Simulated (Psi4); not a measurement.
**B3LYP/6-31G(d) (Cartesian functions) run of B2H4F− (SMILES B[BH2-]F)**

Aim: the vertical singlet–triplet gap of B2H4F− at B3LYP/6-31G* (Cartesian functions), from 2 runs. 

Program for the calculation: Psi4 1.11.

6 further runs of the same task are left out: 5 that didn't finish, 1 set aside as unsound or not needed.

## Step 1: The molecule

B2H4F−: 7 atoms, total charge -1, spin state singlet. SMILES: `B[BH2-]F`. The shape is that of a GFN2-xTB optimisation.

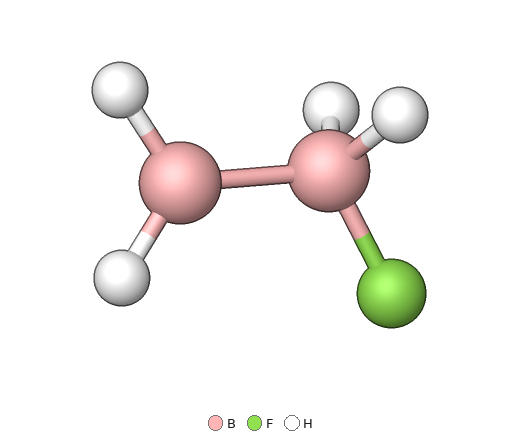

The structure, seen from a chosen angle (boron pink, fluorine green, hydrogen white).

## Step 2: Energy and forces at B3LYP/6-31G(d) (Cartesian functions)

input.json

```json
{
 "schema_name": "qcschema_input",
 "schema_version": 1,
 "molecule": {
  "schema_name": "qcschema_molecule",
  "schema_version": 2,
  "symbols": ["B", "B", "F", "H", "H", "H", "H"],
  "geometry": [-1.05350342, -1.03383137, -1.14630787, 0.69704438, 0.74120728, 0.82157733, 3.46520969, 0.41022175, 0.56502811, -3.31250092, -0.92262099, -1.11289751, -0.31273078, -2.50222416, -2.69159361, 0.21163043, 0.28419591, 3.0601469, 0.30483172, 3.02307047, 0.50406555],
  "molecular_charge": -1,
  "molecular_multiplicity": 1,
  "fix_symmetry": "c1"
 },
 "driver": "gradient",
 "model": {
  "method": "b3lyp",
  "basis": "6-31G*"
 },
 "keywords": {
  "puream": false,
  "e_convergence": 1e-09,
  "d_convergence": 1e-08,
  "scf_type": "pk",
  "dft_radial_points": 99,
  "dft_spherical_points": 590
 }
}
```

Run with:

```console
$ psi4 --qcschema input.json -n 1 --memory 1600MB
```

stdout, cut to the lines that bear on the results:

```text
[...]
  Running in c1 symmetry.
[...]
  Nuclear repulsion =   54.246339671864021
[...]
  Multiplicity = 1
[...]
  Nalpha       = 12
  Nbeta        = 12
[...]
    Number of basis functions: 53
[...]
   @RKS iter   1:  -151.78752053183683   -6.53709e-01   1.03238e-02 ADIIS/DIIS
[...]
   @RKS iter  10:  -151.96782331408826   -5.71276e-12   5.32801e-09 DIIS
[...]
    Orbital Energies [Eh]
    ---------------------
    Doubly Occupied:
       1A    -24.371514     2A     -6.516428     3A     -6.477299
       4A     -0.855689     5A     -0.302132     6A     -0.236953
       7A     -0.156616     8A     -0.142064     9A     -0.123797
      10A     -0.113313    11A     -0.037414    12A     -0.010759
[...]
  @RKS Final Energy:  -151.96782331408826
   => Energetics <=
    Nuclear Repulsion Energy =             54.2463396718640212
    One-Electron Energy =                -321.9011357689968236
    Two-Electron Energy =                 132.1584100888683793
    DFT Exchange-Correlation Energy =     -16.4714373058238230
    Empirical Dispersion Energy =           0.0000000000000000
    VV10 Nonlocal Energy =                  0.0000000000000000
    Total Energy =                       -151.9678233140882639
[...]
 Multipole Moments:
 ------------------------------------------------------------------------------------
     Multipole            Electronic (a.u.)      Nuclear  (a.u.)        Total (a.u.)
 ------------------------------------------------------------------------------------
 L = 1.  Multiply by 2.5417464519 to convert [e a0] to [Debye]
 Dipole X            :          4.1281482           -3.7130195            0.4151287
 Dipole Y            :         -0.0897689           -0.1624810           -0.2522498
 Dipole Z            :          0.0560120           -0.3104543           -0.2544423
 Magnitude           :                                                    0.5483637
[...]
  -Total Gradient:
     Atom            X                  Y                   Z
    ------   -----------------  -----------------  -----------------
       1       -0.002811199289    -0.009222409120    -0.010017854742
       2       -0.028025132785     0.002315761555     0.001833461544
       3        0.002892263485     0.002419820251     0.002584860348
       4        0.011872115646     0.000031388560     0.000470470990
       5       -0.004161909604     0.007739623575     0.008156303809
       6        0.010218240381     0.001209846133    -0.004241936298
       7        0.010054909256    -0.004490714948     0.001219193242
[...]
```

The result, in JSON:

```text
{
 "driver": "gradient",
 "model": {
  "method": "b3lyp",
  "basis": "6-31G*"
 },
 "success": true,
 "return_result": [-0.002811199289236674, -0.009222409119758797, -0.010017854742445684, -0.028025132784852705, 0.0023157615549070244, 0.001833461544041388, 0.0028922634845859885, 0.0024198202512231513, 0.0025848603477633073, 0.011872115645727016, 3.138856042685795e-05, 0.0004704709904882346, -0.004161909603898839, 0.007739623574605087, 0.008156303808755622, 0.010218240381215929, 0.0012098461328140693, -0.004241936297763857, 0.010054909256110625, -0.004490714947504484, 0.0012191932415341576],
 "properties": {
  "calcinfo_nbasis": 53,
  "calcinfo_nmo": 53,
  "calcinfo_nalpha": 12,
  "calcinfo_nbeta": 12,
  "calcinfo_natom": 7,
  "nuclear_repulsion_energy": 54.24633967186402,
  "return_energy": -151.96782331408826,
  "return_gradient": [-0.002811199289236674, -0.009222409119758797, -0.010017854742445684, -0.028025132784852705, 0.0023157615549070244, 0.001833461544041388, 0.0028922634845859885, 0.0024198202512231513, 0.0025848603477633073, 0.011872115645727016, 3.138856042685795e-05, 0.0004704709904882346, -0.004161909603898839, 0.007739623574605087, 0.008156303808755622, 0.010218240381215929, 0.0012098461328140693, -0.004241936297763857, 0.010054909256110625, -0.004490714947504484, 0.0012191932415341576],
  "scf_one_electron_energy": -321.9011357689968,
  "scf_two_electron_energy": 132.15841008886838,
  "scf_xc_energy": -16.471437305823823,
  "scf_dipole_moment": [0.41512872914220456, -0.25224981052306306, -0.2544422851897494],
  "scf_total_energy": -151.96782331408826,
  "scf_total_gradient": [-0.002811199289236674, -0.009222409119758797, -0.010017854742445684, -0.028025132784852705, 0.0023157615549070244, 0.001833461544041388, 0.0028922634845859885, 0.0024198202512231513, 0.0025848603477633073, 0.011872115645727016, 3.138856042685795e-05, 0.0004704709904882346, -0.004161909603898839, 0.007739623574605087, 0.008156303808755622, 0.010218240381215929, 0.0012098461328140693, -0.004241936297763857, 0.010054909256110625, -0.004490714947504484, 0.0012191932415341576],
  "scf_iterations": 10
 }
}
```

It took 14 s on 1 thread of Intel Xeon Platinum 8259CL at 2.50GHz (Skylake/Cascade Lake), shared host; peak memory 0.8 GiB.

## Step 3: The triplet, same level

b2fh4.xyz

```xyz
7
B2FH4
B     -0.557490    -0.547080    -0.606600
B      0.368860     0.392230     0.434760
F      1.833710     0.217080     0.299000
H     -1.752900    -0.488230    -0.588920
H     -0.165490    -1.324120    -1.424330
H      0.111990     0.150390     1.619360
H      0.161310     1.599740     0.266740
```

b2fh4.py

```python
import psi4

psi4.set_memory(1600000000)
psi4.set_num_threads(1)
psi4.core.set_output_file('b2fh4.out', False)

with open('b2fh4.xyz') as f:
    atoms = ''.join(f.readlines()[2:])
geom = psi4.geometry('-1 3\n' + atoms + 'symmetry c1')

options = {'basis': '6-31G*', 'reference': 'uks', 'puream': False, 'e_convergence': 1e-09, 'd_convergence': 1e-08, 'scf_type': 'pk', 'dft_radial_points': 99, 'dft_spherical_points': 590, 'maxiter': 200}
psi4.set_options(options)

result = psi4.gradient("B3LYP", molecule=geom)
print('gradient / Eh bohr^-1')
print(result.np.round(6))
```

Run with:

```console
$ python b2fh4.py
```

b2fh4.out, cut to the lines that bear on the results:

```text
[...]
  Running in c1 symmetry.
[...]
  Nuclear repulsion =   54.246339642168934
[...]
  Multiplicity = 3
[...]
  Nalpha       = 13
  Nbeta        = 11
[...]
    Number of basis functions: 53
[...]
   @UKS iter   1:  -151.68101114844603   -5.47200e-01   9.27117e-03 ADIIS/DIIS
[...]
   @UKS iter  13:  -151.85902502757435   -1.13687e-12   5.01851e-09 DIIS
[...]
   @S^2 Observed:                2.004648382E+00
[...]
  @UKS Final Energy:  -151.85902502757435
   => Energetics <=
    Nuclear Repulsion Energy =             54.2463396421689339
    One-Electron Energy =                -320.9525382780253722
    Two-Electron Energy =                 131.2742890656927273
    DFT Exchange-Correlation Energy =     -16.4271154574106504
    Empirical Dispersion Energy =           0.0000000000000000
    VV10 Nonlocal Energy =                  0.0000000000000000
    Total Energy =                       -151.8590250275743472
[...]
 Multipole Moments:
 ------------------------------------------------------------------------------------
     Multipole            Electronic (a.u.)      Nuclear  (a.u.)        Total (a.u.)
 ------------------------------------------------------------------------------------
 L = 1.  Multiply by 2.5417464519 to convert [e a0] to [Debye]
 Dipole X            :          4.8270316           -3.7130195            1.1140121
 Dipole Y            :          0.4793488           -0.1624810            0.3168679
 Dipole Z            :          0.6914839           -0.3104543            0.3810295
 Magnitude           :                                                    1.2192669
[...]
  -Total Gradient:
     Atom            X                  Y                   Z
    ------   -----------------  -----------------  -----------------
       1        0.042503277609     0.038524120455     0.042914431302
       2       -0.078600850214    -0.043323903100    -0.048895580056
       3        0.033519576694     0.003511379312     0.004837775984
       4        0.005993664643    -0.012623926033    -0.013314930291
       5       -0.020685612406     0.000569346956    -0.000189400032
       6        0.008857146951     0.013363606010     0.001021631184
       7        0.008452229071    -0.000017122533     0.013630767883
[...]
```

The script printed:

```text
gradient / Eh bohr^-1
[[ 4.2503e-02  3.8524e-02  4.2914e-02]
 [-7.8601e-02 -4.3324e-02 -4.8896e-02]
 [ 3.3520e-02  3.5110e-03  4.8380e-03]
 [ 5.9940e-03 -1.2624e-02 -1.3315e-02]
 [-2.0686e-02  5.6900e-04 -1.8900e-04]
 [ 8.8570e-03  1.3364e-02  1.0220e-03]
 [ 8.4520e-03 -1.7000e-05  1.3631e-02]]
```

Run time: 29 s. Hardware: 1 thread of Intel Xeon Platinum 8259CL at 2.50GHz (Skylake/Cascade Lake), shared host; peak memory 0.79 GiB.

## Step 4: Results

Level: B3LYP/6-31G* (Cartesian functions).

| quantity | value |
| --- | --- |
| singlet: total energy | -151.96782 Eh |
| singlet: HOMO energy | -0.29 eV |
| singlet: LUMO energy | 4.53 eV |
| singlet: HOMO–LUMO gap (to an unbound level, set by the basis) | 4.82 eV |
| singlet: largest force on an atom | 1.449 eV/Å |
| triplet: total energy | -151.85903 Eh |
| triplet: HOMO energy (highest over α and β) | 2.45 eV |
| triplet: ⟨S²⟩ | 2.005 |
| triplet: largest force on an atom | 5.256 eV/Å |
| vertical energy of the triplet above the singlet | 2.961 eV |

At this shape the triplet lies 2.96 eV (68 kcal/mol) above the singlet. The largest force (singlet) is 1.45 eV/Å: the shape isn't a stationary point for this species at this level. The HOMO (triplet) lies at positive energy, 2.45 eV; only total energies tell whether the electron is bound.
